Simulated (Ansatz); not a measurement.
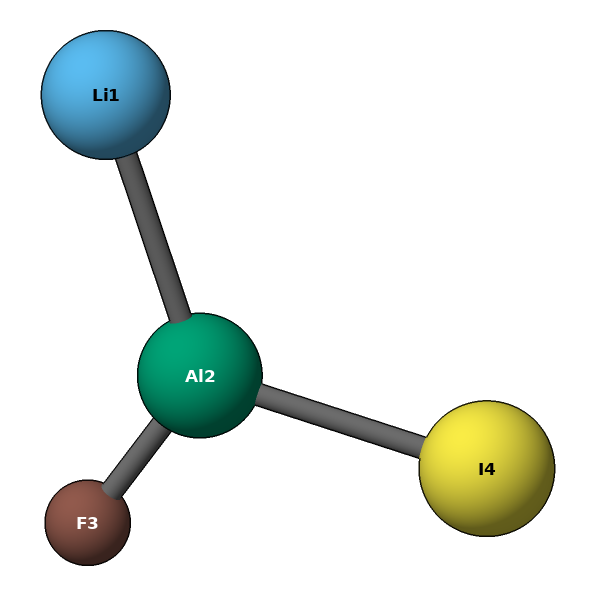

The questions are on Mulliken charges. Computed geometry: PBE-D4/def2-SVP optimisation. No frequency run is at hand to confirm it as a minimum. Method: RKS PBE-D4/def2-SVP, core potentials on I (Ansatz 0.2.0).

Question: Which atom carries the highest charge (most positive or least negative)?

Answer: Li1 (0.38 e).

Question: And the lowest?

Answer: F3 (−0.35 e).

Give the Mulliken charges atom by atom.

| atom | value (e) |
| --- | --- |
| Li1 | 0.38 |
| Al2 | 0.31 |
| F3 | −0.35 |
| I4 | −0.34 |

Mulliken values depend strongly on the basis set and can even reverse the polarity of a bond.
